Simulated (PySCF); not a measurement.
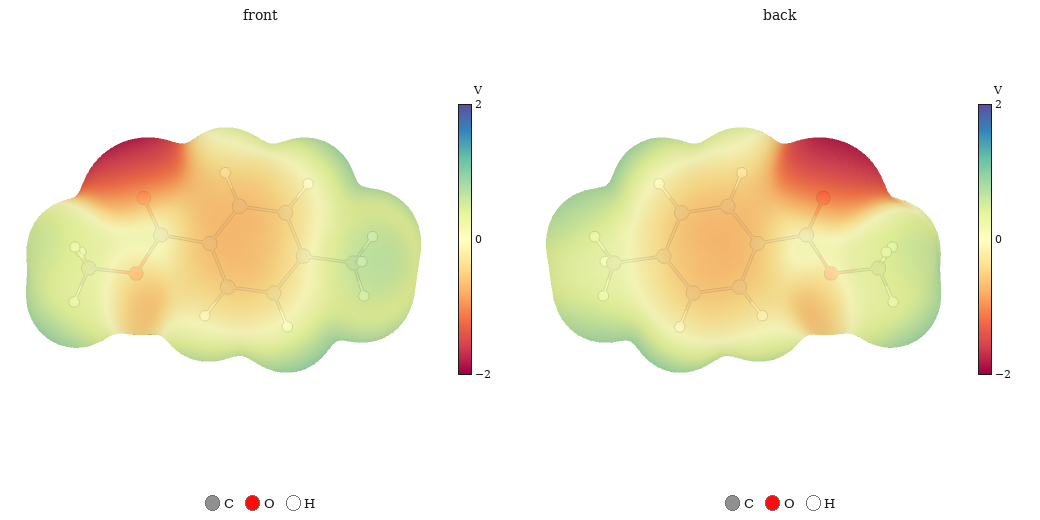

*C$_{9}$H$_{10}$O$_{2}$. The electrostatic potential painted on the density surface at 0.001 e/bohr³, seen from the front and from behind; red is negative and blue positive.*

Geometry: GFN2-xTB.

Theory: PBE0/pcSseg-1, SCF density, in a chloroform solvent model, non-relativistic in PySCF 2.14.0.

```xyz
21

C     4.1030   -0.3032   -0.2629
O     2.6937   -0.4382   -0.3436
C     1.9790    0.4512    0.3681
O     2.4913    1.3157    1.0378
C     0.5204    0.2462    0.2347
C    -0.3366    1.0977    0.9289
C    -1.7036    0.9363    0.8340
C    -2.2469   -0.0744    0.0470
C    -3.7303   -0.2354   -0.0718
C    -1.3849   -0.9197   -0.6449
C    -0.0158   -0.7668   -0.5562
H     4.4122    0.6805   -0.6229
H     4.4376   -0.4176    0.7704
H     4.5199   -1.0881   -0.8889
H     0.0928    1.8780    1.5387
H    -2.3617    1.5994    1.3769
H    -4.2316    0.0995    0.8331
H    -3.9951   -1.2727   -0.2626
H    -4.1013    0.3647   -0.9035
H    -1.7961   -1.7082   -1.2590
H     0.6452   -1.4280   -1.0941
```

Where is the surface potential most negative and most positive?

Answer. The most negative region (about −1.8 V) lies over O4, the most positive (about +0.9 V) over H14 and H20. O4 is the likeliest acceptor of a hydrogen bond.

How polar is the molecule by this calculation?

Answer. Its dipole moment is 2.88 D.
